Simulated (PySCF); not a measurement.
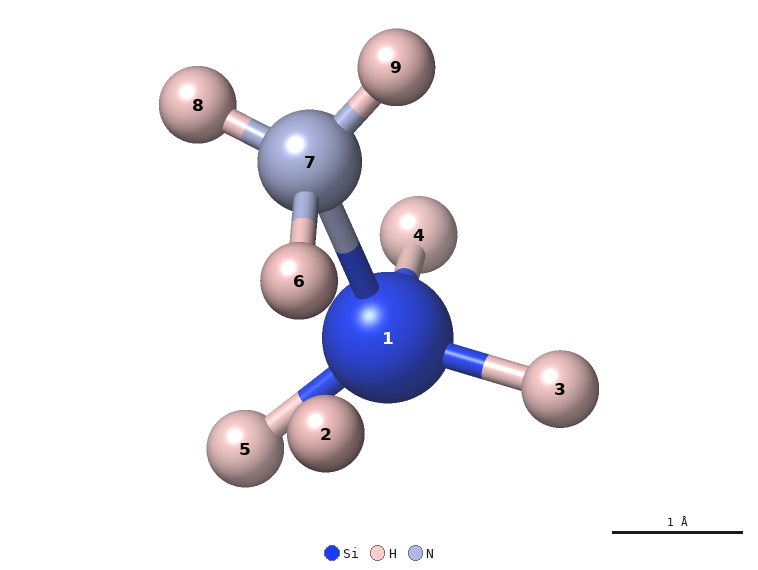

Source: calculation with PySCF.

Atoms carry their numbers in the input. Geometry: start.

Which atoms are bonded, and how long are the bonds?

```csv
bond,length (Å)
Si1–H3,1.446
Si1–H4,1.488
Si1–H5,1.446
Si1–N7,1.853
H6–N7,1.228
N7–H8,1.012
N7–H9,1.012
```
